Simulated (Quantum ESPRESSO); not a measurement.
# InP (F-43m): modes at Γ and the response to a field, part 2 of 2

Which modes does InP (F-43m) have at the zone centre?

Quantum ESPRESSO 7.5; DFT LDA, scalar-relativistic, plane waves, PseudoDojo norm-conserving pseudopotentials.

So far. Step 2 (A first look): A gap of 1.3 eV opens on this mesh, so the crystal is taken as an insulator; the start stands at -1.4 GPa. Step 4 (Self-consistent run for the response): The cell stands at 0 GPa, close enough for phonons. The relaxed cell has a = 5.823 Å (conventional setting).

The database entry behind the starting cell differs from later determinations by our own check (0.1 to 0.3 % short, probably kX units), so it need not match the best structure at ambient conditions.

### 5. Zone-centre response

At q = 0 one unit cell holds all displacements; symmetry groups them into irreducible representations that are solved one by one. The response to a field gives ε∞ and the Born charges, which polar modes need.

Input file ph.in:

```
phonons
&inputph
   prefix = 'x'
   outdir = './tmp'
   fildyn = 'g.dyn'
   tr2_ph = 1.0d-18
   epsil = .true.
/
0.000000000000 0.000000000000 0.000000000000
```

Run with:

```console
$ OMP_NUM_THREADS=1 mpirun -n 4 ph.x -nk 4 -in ph.in > ph.out
```

The program printed:

```text
[banners, grids, parts of the stress and lines that vanish by symmetry left out]
[banner, memory and clock lines left out]
Program PHONON v.7.5

     ./tmp/x.save/

     IMPORTANT: XC functional enforced from input :
     Exchange-correlation= PW
                           (   1   4   0   0   0   0   0)
     Any further DFT definition will be discarded
     Please, verify this is what you really want

     G-vector sticks info

     Reading collected, re-writing distributed wavefunctions in ./tmp/

     Number and degeneracy of irreps per q-point
       N         xq(1)         xq(2)         xq(3)   N irreps
       1   0.000000000   0.000000000   0.000000000       2
        3   3

     Calculation of q =    0.0000000   0.0000000   0.0000000

     phonons

     bravais-lattice index     =            0
     lattice parameter (alat)  =       7.7806  a.u.
     unit-cell volume          =     333.0592 (a.u.)^3
     number of atoms/cell      =            2
     number of atomic types    =            2
     kinetic-energy cut-off    =      77.0000  Ry
     charge density cut-off    =     308.0000  Ry
     convergence threshold     =      1.0E-18
     beta                      =       0.7000
     number of iterations used =            4
     Exchange-correlation= PW
                           (   1   4   0   0   0   0   0)

     celldm(1)=    7.78058  celldm(2)=    0.00000  celldm(3)=    0.00000
     celldm(4)=    0.00000  celldm(5)=    0.00000  celldm(6)=    0.00000

     crystal axes: (cart. coord. in units of alat)
               a(1) = ( -0.7071  0.0000  0.7071 )
               a(2) = (  0.0000  0.7071  0.7071 )
               a(3) = ( -0.7071  0.7071  0.0000 )

     reciprocal axes: (cart. coord. in units 2 pi/alat)
               b(1) = ( -0.7071 -0.7071  0.7071 )
               b(2) = (  0.7071  0.7071  0.7071 )
               b(3) = ( -0.7071  0.7071 -0.7071 )

     Atoms inside the unit cell:

     Cartesian axes

     site n.  atom      mass           positions (alat units)
        1  In    114.8180   tau(    1) = (    0.00000    0.00000    0.00000  )
        2  P      30.9738   tau(    2) = (   -0.35355    0.35355    0.35355  )

     Computing dynamical matrix for
                    q = (   0.0000000   0.0000000   0.0000000 )

     25 Sym.Ops. (with q -> -q+G )

     G cutoff =  472.2971  (  30467 G-vectors)     FFT grid: ( 45, 45, 45)
     number of k points=    60
                       cart. coord. in units 2pi/alat
        k(    1) = (  -0.0441942   0.0441942   0.0441942), wk =   0.0078125
        k(    2) = (  -0.1325825   0.1325825  -0.0441942), wk =   0.0234375
        k(    3) = (  -0.2209709   0.2209709  -0.1325825), wk =   0.0234375
        [... further k-points left out ...]

     PseudoPot. # 1 for In read from file:
     ./pseudo/In.upf
     Pseudo is Norm-conserving + core correction, Zval = 13.0
     Using radial grid of 1894 points,  6 beta functions with:
                l(1) =   0
                l(2) =   0
                l(3) =   1
                l(4) =   1
                l(5) =   2
                l(6) =   2

     PseudoPot. # 2 for P  read from file:
     ./pseudo/P.upf
     Pseudo is Norm-conserving + core correction, Zval =  5.0
     Using radial grid of 1298 points,  6 beta functions with:
                l(1) =   0
                l(2) =   0
                l(3) =   1
                l(4) =   1
                l(5) =   2
                l(6) =   2

     Mode symmetry, T_d (-43m)  point group:

     Electric field:
     Dielectric constant
     Born effective charges as d Force / d E

     Atomic displacements:
     There are    2 irreducible representations

     Representation     1      3 modes -  To be done

     Representation     2      3 modes -  To be done

     Alpha used in Ewald sum =   2.8000

     Electric Fields Calculation

      iter #   1   av.it.:   8.7
      thresh= 1.000E-02 alpha_mix =  0.700 |ddv_scf|^2 =  1.982E-07

      iter #   2   av.it.:  15.9
      thresh= 4.452E-05 alpha_mix =  0.700 |ddv_scf|^2 =  1.971E-08

      iter #   3   av.it.:  16.0
      thresh= 1.404E-05 alpha_mix =  0.700 |ddv_scf|^2 =  2.571E-10

      iter #   4   av.it.:  16.6
      thresh= 1.603E-06 alpha_mix =  0.700 |ddv_scf|^2 =  4.346E-11

      iter #   5   av.it.:  16.0
      thresh= 6.593E-07 alpha_mix =  0.700 |ddv_scf|^2 =  8.034E-13

      iter #   6   av.it.:  15.5
      thresh= 8.963E-08 alpha_mix =  0.700 |ddv_scf|^2 =  1.070E-14

      iter #   7   av.it.:  15.8
      thresh= 1.035E-08 alpha_mix =  0.700 |ddv_scf|^2 =  2.286E-16

      iter #   8   av.it.:  16.1
      thresh= 1.512E-09 alpha_mix =  0.700 |ddv_scf|^2 =  4.230E-19

     End of electric fields calculation

          Dielectric constant in cartesian axis

          (      11.530803398       0.000000000      -0.000000000 )
          (       0.000000000      11.530803398      -0.000000000 )
          (       0.000000000      -0.000000000      11.530803398 )

          Effective charges (d Force / dE) in cartesian axis without acoustic sum rule applied (asr)

           atom    1  In    Mean Z*:        2.46111
      Ex  (        2.46111       -0.00000       -0.00000 )
      Ey  (       -0.00000        2.46111        0.00000 )
      Ez  (        0.00000        0.00000        2.46111 )
           atom    2  P     Mean Z*:       -2.46212
      Ex  (       -2.46212       -0.00000        0.00000 )
      Ey  (       -0.00000       -2.46212        0.00000 )
      Ez  (        0.00000        0.00000       -2.46212 )

          Effective charges Sum: Mean:       -0.00101
             -0.00101       -0.00000        0.00000
             -0.00000       -0.00101        0.00000
             -0.00000        0.00000       -0.00101

          Effective charges (d Force / dE) in cartesian axis with asr applied:
           atom    1  In    Mean Z*:        2.46162
      E*x (        2.46162       -0.00000       -0.00000 )
      E*y (        0.00000        2.46162       -0.00000 )
      E*z (       -0.00000       -0.00000        2.46162 )
           atom    2  P     Mean Z*:       -2.46162
      E*x (       -2.46162        0.00000        0.00000 )
      E*y (       -0.00000       -2.46162        0.00000 )
      E*z (        0.00000        0.00000       -2.46162 )

     Representation #   1 modes #   1   2   3

     Self-consistent Calculation

      iter #   1   av.it.:   7.0
      thresh= 1.000E-02 alpha_mix =  0.700 |ddv_scf|^2 =  5.445E-08

      iter #   2   av.it.:  16.1
      thresh= 2.333E-05 alpha_mix =  0.700 |ddv_scf|^2 =  6.534E-09

      iter #   3   av.it.:  16.1
      thresh= 8.083E-06 alpha_mix =  0.700 |ddv_scf|^2 =  8.671E-11

      iter #   4   av.it.:  16.4
      thresh= 9.312E-07 alpha_mix =  0.700 |ddv_scf|^2 =  1.096E-11

      iter #   5   av.it.:  16.1
      thresh= 3.311E-07 alpha_mix =  0.700 |ddv_scf|^2 =  3.880E-14

      iter #   6   av.it.:  15.9
      thresh= 1.970E-08 alpha_mix =  0.700 |ddv_scf|^2 =  2.933E-16

[...]
End of self-consistent calculation

     Convergence has been achieved

     Representation #   2 modes #   4   5   6

     Self-consistent Calculation

[...]
iter #   3   av.it.:  16.1
      thresh= 7.663E-05 alpha_mix =  0.700 |ddv_scf|^2 =  4.247E-10

      iter #   4   av.it.:  16.3
      thresh= 2.061E-06 alpha_mix =  0.700 |ddv_scf|^2 =  7.952E-12

      iter #   5   av.it.:  15.4
      thresh= 2.820E-07 alpha_mix =  0.700 |ddv_scf|^2 =  7.460E-13

      iter #   6   av.it.:  16.1
      thresh= 8.637E-08 alpha_mix =  0.700 |ddv_scf|^2 =  3.716E-15

      iter #   7   av.it.:  15.6
      thresh= 6.096E-09 alpha_mix =  0.700 |ddv_scf|^2 =  1.113E-16

      iter #   8   av.it.:  16.0
      thresh= 1.055E-09 alpha_mix =  0.700 |ddv_scf|^2 =  1.718E-18

      iter #   9   av.it.:  15.8
      thresh= 1.311E-10 alpha_mix =  0.700 |ddv_scf|^2 =  6.901E-20

     End of self-consistent calculation

     Convergence has been achieved

     Number of q in the star =    1
     List of q in the star:
          1   0.000000000   0.000000000   0.000000000

          Dielectric constant in cartesian axis

          (      11.530803398       0.000000000      -0.000000000 )
          (       0.000000000      11.530803398      -0.000000000 )
          (       0.000000000      -0.000000000      11.530803398 )

          Effective charges (d Force / dE) in cartesian axis without acoustic sum rule applied (asr)

           atom    1  In    Mean Z*:        2.46111
      Ex  (        2.46111       -0.00000       -0.00000 )
      Ey  (       -0.00000        2.46111        0.00000 )
      Ez  (        0.00000        0.00000        2.46111 )
           atom    2  P     Mean Z*:       -2.46212
      Ex  (       -2.46212       -0.00000        0.00000 )
      Ey  (       -0.00000       -2.46212        0.00000 )
      Ez  (        0.00000        0.00000       -2.46212 )

          Effective charges Sum: Mean:       -0.00101
             -0.00101       -0.00000        0.00000
             -0.00000       -0.00101        0.00000
             -0.00000        0.00000       -0.00101

          Effective charges (d Force / dE) in cartesian axis with asr applied:
           atom    1  In    Mean Z*:        2.46162
      E*x (        2.46162       -0.00000       -0.00000 )
      E*y (        0.00000        2.46162       -0.00000 )
      E*z (       -0.00000       -0.00000        2.46162 )
           atom    2  P     Mean Z*:       -2.46162
      E*x (       -2.46162        0.00000        0.00000 )
      E*y (       -0.00000       -2.46162        0.00000 )
      E*z (        0.00000        0.00000       -2.46162 )

     Diagonalizing the dynamical matrix

     q = (    0.000000000   0.000000000   0.000000000 )

 **************************************************************************
     freq (    1) =       0.069023 [THz] =       2.302349 [cm-1]
     freq (    2) =       0.069023 [THz] =       2.302349 [cm-1]
     freq (    3) =       0.069023 [THz] =       2.302349 [cm-1]
     freq (    4) =       9.118278 [THz] =     304.153024 [cm-1]
     freq (    5) =       9.118278 [THz] =     304.153024 [cm-1]
     freq (    6) =       9.118278 [THz] =     304.153024 [cm-1]
 **************************************************************************

     Mode symmetry, T_d (-43m)  point group:

     freq (   1-   3) =          2.3  [cm-1]   --> T_2  G_15 P_4   I+R
     freq (   4-   6) =        304.2  [cm-1]   --> T_2  G_15 P_4   I+R
```

The job ended after 4.9 min (4 MPI ranks of Arm Neoverse V2, shared host).

Read from the output:

```yaml
miss_of_the_charge_sum_rule: 0.001010 e
largest_acoustic_frequency_at_the_zone_centre_before_the_sum_rule: 2.3 cm⁻¹
highest_optical_zone_centre_mode_no_lo_to_term: 304.1 cm⁻¹
lowest_optical_zone_centre_mode: 304.1 cm⁻¹
mean_high_frequency_dielectric_constant: 11.53
largest_born_charge_in_size_third_of_the_trace: 2.462 e
```

Born charge (rows field, columns displacement), before the sum rule (e), principal values of the symmetric part by kind of site:

```
atom  atoms with these values    low  middle   high   mean
 In1                        1   2.46    2.46   2.46   2.46
  P2                        1  -2.46   -2.46  -2.46  -2.46
```

In full for In1:

```
2.46 0.00 0.00
0.00 2.46 0.00
0.00 0.00 2.46
```

High-frequency dielectric tensor:

```
11.53  0.00  0.00
 0.00 11.53  0.00
 0.00  0.00 11.53
```

The acoustic modes at Γ come out as far as 2.3 cm⁻¹ from zero, where they should vanish, a small numerical error; the Born charges miss their sum rule by 0.0010 e, which is good.

### 6. Zone-centre analysis

A rigid shift of the crystal must cost nothing, but grids and finite bases break this; the acoustic sum rule is imposed before the matrix is diagonalised again. With Born charges the intensities follow, and the static dielectric tensor.

Input file dynmat.in:

```
&input
   fildyn = 'g.dyn'
   asr = 'simple'
   fileig = 'dynmat.eig'
   lperm = .true.
/
```

Run with:

```console
$ dynmat.x -in dynmat.in > dynmat.out
```

The program printed:

```text
[banner, memory and clock lines left out]
Program DYNMAT v.7.5

     Reading Dynamical Matrix from file g.dyn
     ...Force constants read
     ...epsilon and Z* read
     A direction for q was not specified:TO-LO splitting will be absent

     Polarizability (A^3 units)
     multiply by 0.221716 for Clausius-Mossotti correction
        41.359619    0.000000    0.000000
         0.000000   41.359619   -0.000000
        -0.000000   -0.000000   41.359619

     IR activities are in (D/A)^2/amu units

# mode   [cm-1]    [THz]      IR
    1     -0.00   -0.0000    0.0000
    2     -0.00   -0.0000    0.0000
    3     -0.00   -0.0000    0.0000
    4    304.15    9.1182    5.7311
    5    304.15    9.1182    5.7311
    6    304.15    9.1182    5.7311

Electronic dielectric permittivity tensor (relative, adimensional)
        11.530803    0.000000    0.000000
         0.000000   11.530803   -0.000000
        -0.000000   -0.000000   11.530803

 ... with zone-center polar mode contributions
        14.208061   -0.000000    0.000000
         0.000000   14.208061    0.000000
         0.000000    0.000000   14.208061
```

The job ended after 0.47 s (1 thread).

Numbers from this step:

```
mean static dielectric constant : 14.21
```

Unit eigenvectors of the mass-weighted matrix after the sum rule; no LO-TO term. The modes at Γ (shares of kinetic energy by element, %):

```
mode  frequency (cm⁻¹)  symmetry  In %  P %
   1               0.0  acoustic    79   21
   2               0.0  acoustic    79   21
   3               0.0  acoustic    79   21
   4             304.2        T2    21   79
   5             304.2        T2    21   79
   6             304.2        T2    21   79
```

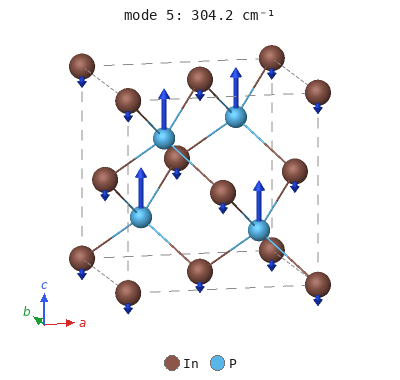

Displacement patterns of mode 5 at Γ; arrows are exaggerated. Bonds to atoms that aren't drawn are left out. Some periodic images of atoms are drawn too.

Degenerate modes summed, no LO-TO term. Lines of the infrared spectrum (strongest = 100):

```
position (cm⁻¹)  lines merged  label  IR intensity, relative
            304             3     T2                     100
```

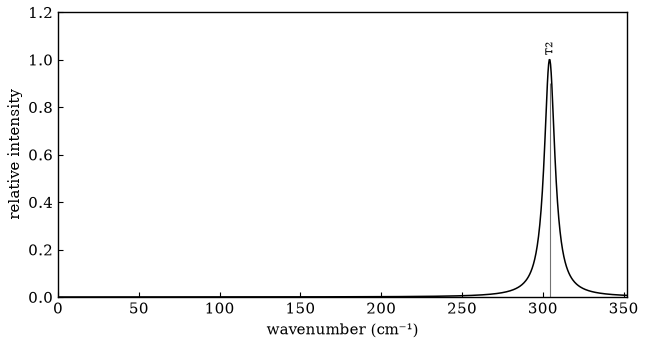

The infrared spectrum, broadened with Lorentzians of width 8 cm⁻¹; bars mark the lines.

Static dielectric tensor (ions relaxed, fixed cell):

```
14.21  0.00  0.00
 0.00 14.21  0.00
 0.00  0.00 14.21
```

The rule moves no optical mode by more than 0.1 cm⁻¹.

### 7. The LO-TO splitting (1 0 0)

A longitudinal polar mode sets up a macroscopic field that stiffens it; the term hangs on the direction from which q goes to zero.

Input file dynmat.in:

```
&input
   fildyn = 'g.dyn'
   asr = 'simple'
   fileig = 'dynmat.eig'
   q(1) = 1.0
   q(2) = 0.0
   q(3) = 0.0
/
```

Run with:

```console
$ dynmat.x -in dynmat.in > dynmat.out
```

The program printed:

```text
[banner, memory and clock lines left out]
Program DYNMAT v.7.5

     Reading Dynamical Matrix from file g.dyn
     ...Force constants read
     ...epsilon and Z* read

     Polarizability (A^3 units)
     multiply by 0.221716 for Clausius-Mossotti correction
        41.359619    0.000000    0.000000
         0.000000   41.359619   -0.000000
        -0.000000   -0.000000   41.359619

     IR activities are in (D/A)^2/amu units

# mode   [cm-1]    [THz]      IR
    1     -0.00   -0.0000    0.0000
    2      0.00    0.0000    0.0000
    3      0.00    0.0000    0.0000
    4    304.15    9.1182    5.7311
    5    304.15    9.1182    5.7311
    6    337.62   10.1215    5.7311
```

Run time: 0.47 s. Hardware: 1 thread.

Read from the output:

```
highest mode moved by the LO-TO term : 337.6 cm⁻¹
```

Zone-centre frequencies as printed; negative means imaginary. Modes:

```
mode  frequency (cm⁻¹)
   1                 0
   2                 0
   3                 0
   4             304.1
   5             304.1
   6             337.6
```

The field moves one mode, from 304 to 338 cm⁻¹; the others stay.

### 8. Results

- space group after relaxation: F-43m
- volume per atom: 24.7 Å³
- gap on the k-mesh: 1.16 eV
- highest optical zone-centre mode (no LO-TO term): 304.1 cm⁻¹
- highest mode moved by the LO-TO term: 337.6 cm⁻¹
- mean high-frequency dielectric constant: 11.5
- largest Born charge in size (third of the trace): 2.46 e
- mean static dielectric constant: 14.2
- imaginary optical modes at the zone centre (no q mesh in this session): none

What this shows: At the LDA level the optical modes of InP (F-43m) at the zone centre (no LO-TO term) lie at 304 cm⁻¹. Along the directions run, the highest mode that the macroscopic field moves lies at 338 cm⁻¹. Lattice motion raises the mean dielectric constant from 11.53 to 14.21. The Born charge of In is 2.461 e against a formal charge of +3, somewhat under it. The Lyddane-Sachs-Teller relation holds: (ωLO/ωTO)² is 1.23 and ε₀/ε∞ is 1.23. These are harmonic frequencies at zero temperature: anharmonic shifts and linewidths and thermal expansion are left out.

Comparison with the measured values:

| quantity | measured | LDA PseudoDojo norm-conserving, Quantum ESPRESSO |
| --- | --- | --- |
| Raman mode, TO, bulk (cm⁻¹) | 306 | 304 (-0.6 %) |

Measured values from pmc:7414113 (2020).

**Verdict.** The Raman mode is off by -0.6 %: good agreement. The grades are ours: good and fair within 3 and 7 % for the Raman mode. For Raman mode the calculation has a static lattice, without zero-point motion or thermal expansion.

[Host names and launcher messages were left out of these logs when they were recorded.]

[Logs are printed without paths, hosts, clocks, repeated set-up lines and the standing remarks that a program may print on its own settings, such as how far it seeks lower states.]

[Hosts, paths, dates, database ids (printed as entryN), source tags and the programs' standing remarks are cut or masked in the printed files.]
